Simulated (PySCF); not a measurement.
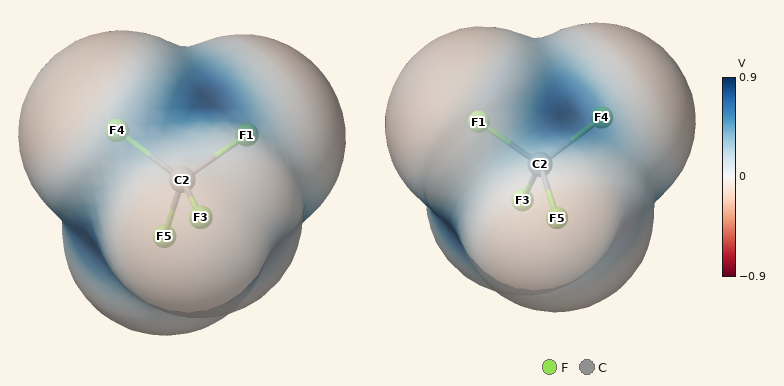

*CF₄, SMILES `FC(F)(F)F`. Electrostatic potential on the surface of electron density 0.001 a.u. (back view left, front view right).*

Computed with PySCF, B3LYP/def2-SVP, geometry: GFN2-xTB. No frequency check shows the geometry to be a minimum.

Where are the extremes of the potential on the surface?

Highest: 0.86 V, off the F1–C2 bond (1.8 to 1.9 Å from its atoms), and at like points elsewhere. Further maxima include −0.05 V, 1.5 Å from F4. Lowest: −0.12 V, 1.6 Å from F5, and at like points elsewhere. The surface is sampled at points, so like sites can differ by a few per cent and only the strongest of them is named.

What volume does the surface enclose, and what is the dipole moment?

About 58 Å³; the dipole moment is 0.0 D.

Run time: 4.3 s on 1 thread of Arm Neoverse V1, on a shared host, peak memory 0.3 GiB.
